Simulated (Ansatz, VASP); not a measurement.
# Be2Sn in two plane-wave programs, part 2 of 2

One calculation is typed for both programs; each brings its own data sets and cutoff. How far apart do they land? The cell is generated by rule, not measured, and may not be a known phase. The cell comes out of the VASP series on this material, whose earlier steps may have relaxed, scaled or displaced it; both programs get it as it stands.

VASP 6.6.1 and Ansatz 0.2.0.

So far. Step 2 (VASP: band structure, PBEsol, spin-orbit coupling): The run ends at a pressure of 4.41 GPa.

The structure was built from a prototype and need not be the compound's stable phase.

## 3. Ansatz: band structure, PBEsol, spin-orbit coupling

Level of this step: Ansatz beside VASP: Kohn-Sham DFT, plane waves, PBEsol, spin-orbit coupling (Ansatz).

Ansatz runs on its fully relativistic PAW (standard-fr) files.

The same cell, functional, mesh and smearing now go to Ansatz, which takes its cutoff from its data sets.

Contents of input.yaml:

```yaml
crystal:
  lattice:
    - [0.0, 2.83063, 2.83063]
    - [2.83063, 0.0, 2.83063]
    - [2.83063, 2.83063, 0.0]
  atoms:
    - { symbol: Sn, position: [0.0, 0.0, 0.0] }
    - { symbol: Be, position: [0.25, 0.25, 0.25] }
    - { symbol: Be, position: [0.75, 0.75, 0.75] }
hamiltonian:
  xc: pbesol
  pseudopotentials: { kind: paw_fr }
magnetization:
  noncollinear: true
  spin_orbit: true
kpoints:
  mp_grid: { grid: [8, 8, 8] }
  band_path:
    path:
      - [0.0, 0.0, 0.0]
      - [0.16667, 0.0, 0.16667]
      - [0.33333, 0.0, 0.33333]
      - [0.5, 0.0, 0.5]
      - [0.5, 0.08333, 0.58333]
      - [0.5, 0.18333, 0.68333]
      - [0.5, 0.25, 0.75]
      - [0.45, 0.3, 0.75]
      - [0.40833, 0.34167, 0.75]
      - [0.35, 0.35, 0.7]
      - [0.225, 0.225, 0.45]
      - [0.075, 0.075, 0.15]
      - [0.03333, 0.03333, 0.03333]
      - [0.23333, 0.23333, 0.23333]
      - [0.4, 0.4, 0.4]
      - [0.51667, 0.46667, 0.51667]
      - [0.55833, 0.38333, 0.55833]
      - [0.60833, 0.28333, 0.60833]
      - [0.60833, 0.25, 0.64167]
      - [0.55833, 0.25, 0.69167]
      - [0.51667, 0.25, 0.73333]
      - [0.5, 0.3, 0.7]
      - [0.5, 0.38333, 0.61667]
      - [0.5, 0.48333, 0.51667]
      - [0.475, 0.475, 0.55]
      - [0.425, 0.425, 0.65]
      - [0.38333, 0.38333, 0.73333]
      - [0.59167, 0.18333, 0.59167]
      - [0.55, 0.1, 0.55]
      - [0.5, 0.0, 0.5]
    npoints: 1
scf:
  occupations: { method: gaussian, width: 0.02 }
  n_extra_bands: 14
output:
  forces: true
  stress: true
  eigenvalues: true
  write_density: true
  write_potential: true
  elf: true
  volumetric_format: npy
```

Run with:

```bash
> ansatz run input.yaml --threads 2 --pin off --max-ram 4608MiB --backend cpu --events-out ev --progress --plain --runs-dir out
```

Numbers of over 12 decimals in the logs are rounded to 6 here.

Log:

```text
scf.n_extra_bands = 14 over 18 filled bands (N_el = 18.0): the run solves 32 bands
Engine: ansatz 0.2.0, aarch64-unknown-linux-gnu
Pseudopotentials: kind: paw_fr
Pseudopotential: Sn, paw_fr, valence charge 14, recommended cutoff 420 eV (normal), Sn.paw.azcp#standard-fr
Pseudopotential: Be, paw_fr, valence charge 2, recommended cutoff 420 eV (normal), Be.paw.azcp#standard-fr
Functional definition: PBEsol
  exchange = pbesol_x
  correlation = pbesol_c
non-collinear run that drives no moment, with spin-orbit: no starting moment large enough to seed its density (crystal.atoms[].spin), no starting occupations that ask for one, no magnetisation constraint and no magnetic field, so the semilocal B_xc is pinned to zero
Crystal: 3 atoms, lattice volume = 45.361 Å³
Basis set: ecut = 420 eV, 893 PW (Γ), exchange–correlation on 54×54×54 points (8 copies of the dense FFT grid, shifted against one another)
Bands: 32, of which v1, the nominal top of the filled ones, is band 18 counted from 1 (17 counted from 0)
Symmetry: 48 space group operations + 48 with time reversal
Magnetic group: BNS 225.117 (UNI 1619), of the structure as read, at distance tolerance 3.6e-5 Å
k-points: 29 of 512
Projection manifold: j_resolved (fully-relativistic pseudo-atomic orbitals)
Non-local potential: Sn, projectors of the file, l = 0: 2, l = 1: 4, l = 2: 4, l = 3: 4
Non-local potential: Be, projectors of the file, l = 0: 2, l = 1: 4, l = 2: 2
PAW form: soft (Blöchl's): semilocal exchange-correlation on the pseudo side does not see the compensation charge
PAW frozen core: Sn, regenerated for the run's functional, and the local potential with it (the file was generated under x = pbe(κ = 0.804, μ = 0.219515), c = pbe(β = 0.066725))
PAW frozen core: Be, regenerated for the run's functional, and the local potential with it (the file was generated under x = pbe(κ = 0.804, μ = 0.219515), c = pbe(β = 0.066725))
PAW one-centre angular grid: Sn, 590 points (default); XC on 64 Gauss nodes
PAW one-centre angular grid: Be, 110 points (default); XC on 64 Gauss nodes
Initial density: superposition of atomic densities (chi_scale 0.1, normalization cell, long waves kept (reshape's long-wave potential 0.00 eV rms))
Initial wavefunctions: pseudopotential atomic-orbital guess
Functional: x = pbesol(κ = 0.804, μ = 0.123457), c = pbesol(β = 0.046)
SCF iter   1: F=—  HF=-6131.085137 eV  |F-HF|=—  |Δ(HF+E_count)|=         —  Δρ=2.70e-2  dr2=3.01e-1  dr2_m=0.00e0 (ungated)  ethr=3.10e-3  |M|=0.00e0 ∫|m|=0.00e0 μB  |m|>n=0.0e0 m-floor=0.0e0 τ_xc=0.0e0  β_m=0.30  ⟨swp⟩=9.7  Hψ=2852  notcnv=0  defer=50
preconditioner: auto → Kerker (q_TF=auto, 2.339 Å⁻¹)  [metal: Δε(μ)=0.023 eV  Ē_g=19.054 eV  σ=0.020 eV  W_gap=0.49  n_scr=14 (ndim 8)  ℏωp=23.4 eV  f_vac=0.000  D(μ)=3.01/eV (n_scr^D=26)]
spin=Noncollinear: Kerker preconditioning applied to the charge; magnetization (m_x, m_y, m_z) channels mix plain (no charge-response kernel on spin).
SCF iter   2: F=—  HF=-6131.039054 eV  |F-HF|=—  |Δ(HF+E_count)|=   4.61e-2  Δρ=2.08e-2  dr2=1.74e-1  dr2_m=0.00e0 (ungated)  ethr=1.67e-3  |M|=0.00e0 ∫|m|=0.00e0 μB  |m|>n=0.0e0 m-floor=0.0e0 τ_xc=0.0e0  β_m=0.64  ⟨swp⟩=2.0  Hψ=663  notcnv=0  defer=158
preconditioner: auto → none  [insulator: Δε(μ)=0.177 eV  Ē_g=19.286 eV  σ=0.020 eV  W_gap=0.50  n_scr=14 (ndim 8)  ℏωp=23.4 eV  f_vac=0.000  D(μ)=3.37/eV (n_scr^D=26)  ε∞_Penn≈2.5]
SCF iter   3: F=—  HF=-6131.007479 eV  |F-HF|=—  |Δ(HF+E_count)|=   3.16e-2  Δρ=3.07e-3  dr2=5.01e-3  dr2_m=0.00e0 (ungated)  ethr=9.68e-4  |M|=0.00e0 ∫|m|=0.00e0 μB  |m|>n=0.0e0 m-floor=0.0e0 τ_xc=0.0e0  β_m=0.69  ⟨swp⟩=3.0  Hψ=709  notcnv=0  defer=176
SCF iter   4: F=—  HF=-6131.007126 eV  |F-HF|=—  |Δ(HF+E_count)|=   3.53e-4  Δρ=3.76e-4  dr2=8.71e-5  dr2_m=0.00e0 (ungated)  ethr=2.78e-5  |M|=0.00e0 ∫|m|=0.00e0 μB  |m|>n=0.0e0 m-floor=0.0e0 τ_xc=0.0e0  β_m=0.74  ⟨swp⟩=3.0  Hψ=710  notcnv=0  defer=218
SCF iter   5: F=—  HF=-6131.007134 eV  |F-HF|=—  |Δ(HF+E_count)|=   8.17e-6  Δρ=6.72e-5  dr2=2.57e-6  dr2_m=0.00e0 (ungated)  ethr=4.84e-7  |M|=0.00e0 ∫|m|=0.00e0 μB  |m|>n=0.0e0 m-floor=0.0e0 τ_xc=0.0e0  β_m=0.73  ⟨swp⟩=2.0  Hψ=635  notcnv=0  defer=218
SCF iter   6: F=-6131.007135 eV  HF=-6131.007135 eV  |F-HF|=5.86e-8  |Δ(HF+E_count)|=   7.73e-7  Δρ=1.15e-5  dr2=4.77e-8  dr2_m=0.00e0 (ungated)  ethr=5.56e-10  |M|=0.00e0 ∫|m|=0.00e0 μB  |m|>n=0.0e0 m-floor=0.0e0 τ_xc=0.0e0  ⟨swp⟩=12.7  Hψ=3600  notcnv=0
SCF 1 converged in 6 iterations: F = -6131.007135 eV  dr2 = 4.77e-8
  greatest PAW one-centre occupation: 0.990 electrons in one spin orbital (limit 2), on the Sn atom at site 0 (counted from 0), in its partial waves of l = 2
NSCF: frozen V_eff on 30 k-points
SCF converged after 6 iterations
Magnetization: |M| = 0.0000 μB,  M = (+0.0000, +0.0000, +0.0000) μB
Absolute magnetization: 0.0000 μB (∫|m|)
  site 0: m = (+0.0000, +0.0000, +0.0000) μB, |m| = 0.0000 μB  (R = 1.01 Å)
  site 1: m = (+0.0000, +0.0000, +0.0000) μB, |m| = 0.0000 μB  (R = 1.01 Å)
  site 2: m = (+0.0000, +0.0000, +0.0000) μB, |m| = 0.0000 μB  (R = 1.01 Å)
Free energy (F): -6131.007135 eV
Harris-Foulkes:  -6131.007135 eV  (|F-HF|=5.86e-8)
Internal energy: -6131.006502 eV  (E = F + TS)
E sigma→0 (E₀):  -6131.006819 eV
Entropy (-TS):   -0.000633 eV (-0.211 meV/atom)
Fermi energy:    9.649009 eV
--- Per-component energies (eV) ---
  E_band       = -85.077646
  E_kinetic    = 228.772135
  E_local      = -1051.528915  (includes V_loc(G=0)·N_el)
  E_nonlocal   = -20.855524
  E_hartree    = 629.322787
  E_xc         = -417.724816
  E_vxc        = -137.739325  (∫ρ·V_xc dr)
  E_paw        = -4184.483953  (= ΣΔE_a)
  E_vpaw       = -362.374697  (= ΣTr[D̂ρ^β])
  E_aug_tail   = -0.000001  (compensation charges beyond the density's cutoff)
  E_ewald      = -1314.815418
  E_core_change = 0.307204  (= ΣΔE_core)
  E_smearing   = -0.000633  (= −TS)
  E_closure    = -0.000000  (closes the sum)
  Σ components = -6131.007135   (vs F -6131.007135, Δ=0.00e0)
--- Forces (eV/Å), atoms counted from 1 ---
  atom   1  Sn     0.00000000    -0.00000000     0.00000000
  atom   2  Be    -0.00000000    -0.00000000     0.00000000
  atom   3  Be    -0.00000000     0.00000000    -0.00000000
  max |Σ_I F_I| component: 1.62e-16 eV/Å
--- Stress (GPa, compression-positive) ---
        4.357269       0.000000      -0.000000
        0.000000       4.357269      -0.000000
        0.000000      -0.000000       4.357269
  P = ⅓ Tr σ = 4.3573 GPa (43.573 kbar)
--- Band table (eV; the first three rows and the last of 29) ---
  k-point 0: bands = [... 14 lower, 10.3637, 10.3637, 10.3637, 10.3637, 10.4072, 10.4072, 10.9029, 10.9029, ... 10 higher]
  k-point 1: bands = [... 14 lower, 9.4423, 9.4423, 9.6404, 9.6404, 11.3525, 11.3525, 11.5729, 11.5729, ... 10 higher]
  k-point 2: bands = [... 14 lower, 8.6937, 8.6937, 8.9420, 8.9420, 11.6126, 11.6126, 11.6633, 11.6633, ... 10 higher]
  k-point 28: bands = [... 14 lower, 4.2162, 4.2162, 4.9339, 4.9339, 12.5118, 12.5118, 12.5170, 12.5170, ... 10 higher]
```

Elapsed: 9.2 s, on 2 threads of Arm Neoverse V1, shared host; peak memory 0.45 GiB.

Reading the cycles: dr2 is the Hartree energy of the density residual (eV), the measure of convergence; HF is the Harris–Foulkes estimate of the energy, which meets the free energy F at convergence.

## 4. Side by side

Known differences besides the PAW data sets themselves: spin-orbit coupling enters by fully relativistic files in Ansatz and inside the spheres in VASP; the cutoff is 420 eV in Ansatz and 400 eV in VASP; Ansatz makes its cores anew for this functional, VASP keeps those of its PBE data sets. Total energies have different zeros and are not compared.

Both answers:

```tsv
quantity	Ansatz	VASP	difference
pressure (GPa)	4.36	4.41	-0.05
```

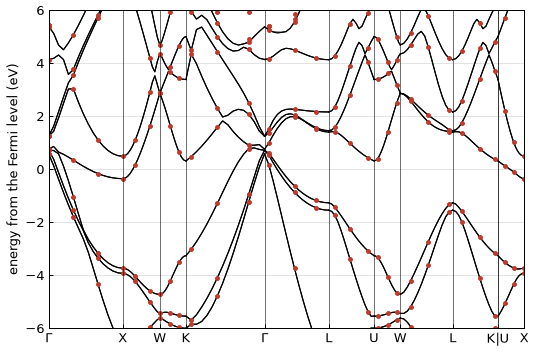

Bands from VASP (lines) and levels from Ansatz (dots). Dots without a line are higher empty bands that the VASP plot leaves out.

Levels from 3 eV below to 2 eV above the Fermi level differ by 4 meV r.m.s. and 16 meV at most; each VASP level is matched to the nearest of Ansatz, which flatters the figure a little. Ansatz's pressure holds a Pulay correction of 0.04 GPa; VASP's holds none.

## 5. What came out

| Item | Value |
| --- | --- |
| r.m.s. difference of levels near the Fermi level (band structure, PBEsol, spin-orbit coupling) | 4.1 meV |

What this shows: The r.m.s. difference of levels near the Fermi level is 4.1 meV (band structure, PBEsol, spin-orbit coupling), within the 80 meV picked in this series as the mark of a large difference. 1 further run on this material is not shown. How closely two codes agree says nothing of how well the functional describes the real material.

[Lines on the potential files, build, host, timing and source positions are cut from VASP's logs without a mark.]

[Logs are printed without paths, hosts, clocks, repeated set-up lines and the standing remarks that a program may print on its own settings, such as how far it seeks lower states.]

[Hosts, paths, dates, database ids (printed as entryN), source tags and the programs' standing remarks are cut or masked in the printed files.]
